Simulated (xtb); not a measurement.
## Frequency calculation of C2H9BN (charge −1) (part 1 of 2)

C2H9BN, charge −1, computed with GFN1-xTB (xtb 6.7.1).

The geometry was optimised with GFN1-xTB.

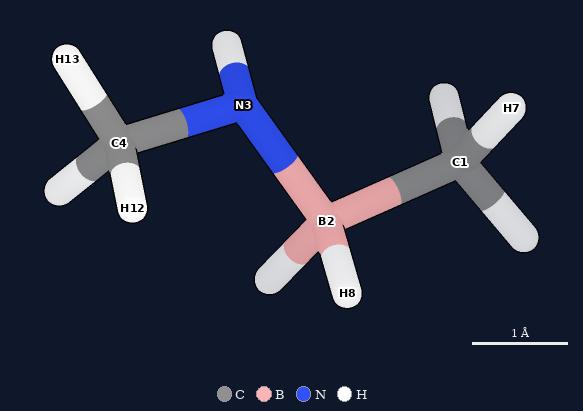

*The structure as given in the input (stick view, seen at a tilt; atoms are numbered from 1 in the order of the input).*

Bond lengths as drawn: B–C 1.64 Å, B–H 1.23 to 1.24 Å, B–N 1.59 Å, C–H 1.09 to 1.11 Å, C–N 1.45 Å and H–N 1.02 Å.

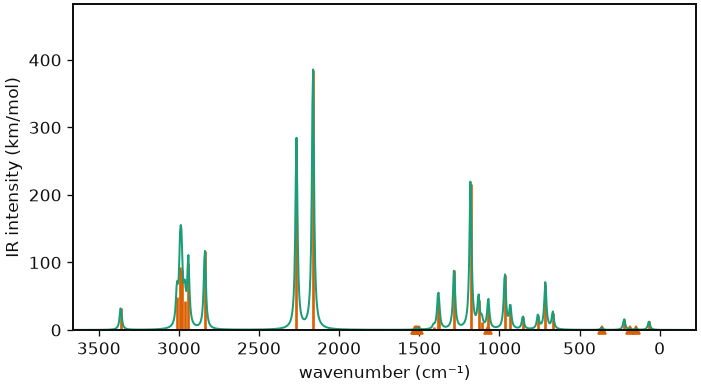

*Harmonic infrared spectrum, unscaled: sticks (degenerate modes added up, dark ones marked on the axis) with a Lorentzian envelope of 16 cm⁻¹ full width, scaled to the tallest stick.*

33 modes from 67 to 3363 cm⁻¹, none imaginary. The strongest line is at 2163 cm⁻¹ (386 km/mol).

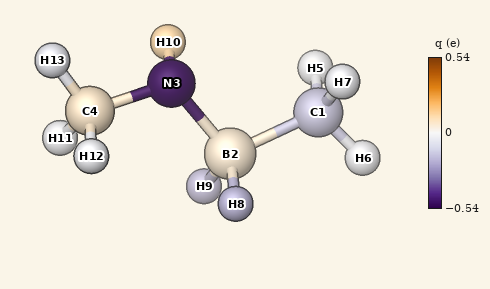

*Mulliken charges, as the colour of each atom (ball-and-stick view, seen at a tilt; atoms are numbered from 1 in the order of the input).*

By element: C −0.17 to +0.08, B +0.07, N −0.51 and H −0.20 to +0.14 e.

These pictures come from the run below.

## The input (start.xyz)
```
13
C2H9BN
C     -0.37985600     1.91657000    -0.22728600
B     -0.55164600     0.28978700    -0.39337800
N      0.70421300    -0.38818000     0.31019900
C      0.67728000    -1.84217000     0.26791900
H     -0.37595900     2.22564900     0.82591100
H     -1.20078900     2.45318500    -0.71809400
H      0.55602100     2.27470700    -0.67325100
H     -0.56368700    -0.02357100    -1.58191200
H     -1.60550200    -0.08455600     0.14843600
H      0.70673500    -0.11296400     1.29209000
H     -0.20381200    -2.27403000     0.78164500
H      0.65784100    -2.17712400    -0.77403200
H      1.57917100    -2.25730300     0.74175400
```

## File xcontrol
```
$symmetry
   desy=0.01
$end
```

Run as:
```bash
xtb start.xyz --input xcontrol --hess --chrg -1 --uhf 0 --gfn 1 > run.log
```

## Output
```
* xtb version 6.7.1
   ID    Z sym.   atoms
    1    6 C      1, 4
    2    5 B      2
    3    7 N      3
    4    1 H      5-13

           -------------------------------------------------
          |                Calculation Setup                |
           -------------------------------------------------

          program call               : xtb start.xyz --input xcontrol --hess --chrg -1 --uhf 0 --gfn 1
          coordinate file            : start.xyz
          omp threads                :                     1

           -------------------------------------------------
          |                 G F N 1 - x T B                 |
           -------------------------------------------------

      * Hamiltonian:
        H0-scaling (s, p, d)           1.850000    2.250000    2.000000
        zeta-weighting                 0.000000
      * Dispersion:
        s8                             2.400000
        a1                             0.630000
        a2                             5.000000
        s9                             0.000000
      * Repulsion:
        kExp                           1.500000
        rExp                           1.000000
      * Coulomb:
        alpha                          2.000000
        third order                    atomic
        anisotropic                    false
      * Halogen bond correction:
        rad-scale                      1.300000
        damping                        0.440000

          ...................................................
          :                      SETUP                      :
          :.................................................:
          :  # basis functions                  34          :
          :  # atomic orbitals                  34          :
          :  # shells                           26          :
          :  # electrons                        26          :
          :  # halogen bonds                     0          :
          :  max. iterations                   250          :
          :  Hamiltonian                  GFN1-xTB          :
          :  restarted?                      false          :
          :  GBSA solvation                  false          :
          :  PC potential                    false          :
          :  electronic temp.          300.0000000     K    :
          :  accuracy                    1.0000000          :
          :  -> integral cutoff          0.2500000E+02      :
          :  -> integral neglect         0.1000000E-07      :
          :  -> SCF convergence          0.1000000E-05 Eh   :
          :  -> wf. convergence          0.2000000E-04 e    :
          :  Broyden damping             0.4000000          :
          :  net charge                         -1          :
          :  unpaired electrons                  0          :
          ...................................................

 iter      E             dE          RMSdq      gap      omega  full diag
   1    -14.0114369 -0.140114E+02  0.786E+00    5.49       0.0  T
   2    -14.0348087 -0.233718E-01  0.475E+00    5.61       1.0  T
   3    -14.0359758 -0.116717E-02  0.731E-01    5.41       1.0  T
   4    -14.0379535 -0.197763E-02  0.953E-02    5.46       1.0  T
   5    -14.0379847 -0.312498E-04  0.291E-02    5.45       1.0  T
   6    -14.0379876 -0.283651E-05  0.311E-03    5.45       8.9  T
   7    -14.0379876 -0.836232E-07  0.127E-03    5.46      21.8  T
   8    -14.0379876 -0.672137E-08  0.133E-04    5.46     208.8  T
   9    -14.0379876 -0.587992E-10  0.741E-05    5.46     374.4  T

   *** convergence criteria satisfied after 9 iterations ***

         #    Occupation            Energy/Eh            Energy/eV
      -------------------------------------------------------------
         1        2.0000           -0.5085481             -13.8383
       ...           ...                  ...                  ...
         7        2.0000           -0.3005877              -8.1794
         8        2.0000           -0.2950384              -8.0284
         9        2.0000           -0.2840068              -7.7282
        10        2.0000           -0.2291916              -6.2366
        11        2.0000           -0.2052830              -5.5860
        12        2.0000           -0.1934651              -5.2645
        13        2.0000           -0.1487932              -4.0489 (HOMO)
        14                          0.0517453               1.4081 (LUMO)
        15                          0.0861596               2.3445
        16                          0.1090802               2.9682
        17                          0.1131295               3.0784
        18                          0.1345014               3.6600
       ...                                ...                  ...
        34                          0.6721381              18.2898
      -------------------------------------------------------------
                  HL-Gap            0.2005384 Eh            5.4569 eV
             Fermi-level           -0.0485240 Eh           -1.3204 eV

 SCC (total)                   0 d,  0 h,  0 min,  0.081 sec
 SCC setup                      ...        0 min,  0.000 sec (  0.258%)
 Dispersion                     ...        0 min,  0.000 sec (  0.116%)
 classical contributions        ...        0 min,  0.000 sec (  0.053%)
 integral evaluation            ...        0 min,  0.006 sec (  7.320%)
 iterations                     ...        0 min,  0.030 sec ( 36.721%)
 molecular gradient             ...        0 min,  0.044 sec ( 55.117%)
 printout                       ...        0 min,  0.000 sec (  0.374%)

         :::::::::::::::::::::::::::::::::::::::::::::::::::::
         ::                     SUMMARY                     ::
         :::::::::::::::::::::::::::::::::::::::::::::::::::::
         :: total energy             -13.888860518743 Eh    ::
         :: gradient norm              0.000053251979 Eh/a0 ::
         :: HOMO-LUMO gap              5.456928502280 eV    ::
         ::.................................................::
         :: SCC energy               -14.037987648622 Eh    ::
         :: -> electrostatic           0.139717953659 Eh    ::
         :: repulsion energy           0.152577708658 Eh    ::
         :: dispersion energy         -0.003450578778 Eh    ::
         :: halogen bond corr.         0.000000000000 Eh    ::
         :: add. restraining           0.000000000000 Eh    ::
         :: total charge              -1.000000000000 e     ::
         :::::::::::::::::::::::::::::::::::::::::::::::::::::

           -------------------------------------------------
          |                Numerical Hessian                |
           -------------------------------------------------
step length          :   0.00500
SCC accuracy         :   0.30000
Hessian scale factor :   1.00000
frozen atoms in %    :   0.00000    0
RMS gradient         :   0.00005
estimated CPU  time      0.03 min

writing file <hessian>.

 projected vibrational frequencies (cm⁻¹)
eigval :       -0.00    -0.00    -0.00     0.00     0.00     0.00
eigval :       66.73   147.31   185.07   221.44   362.32   666.81
eigval :      713.19   759.53   853.57   931.89   966.03  1069.03
eigval :     1070.78  1109.46  1130.06  1180.21  1282.77  1376.98
eigval :     1382.54  1410.96  1503.89  1511.21  1522.88  1526.43
eigval :     2163.36  2266.37  2838.15  2941.03  2963.41  2983.44
eigval :     2992.05  3012.03  3362.88
           -------------------------------------------------
          |                Property Printout                |
           -------------------------------------------------

    * Orbital Energies and Occupations
```
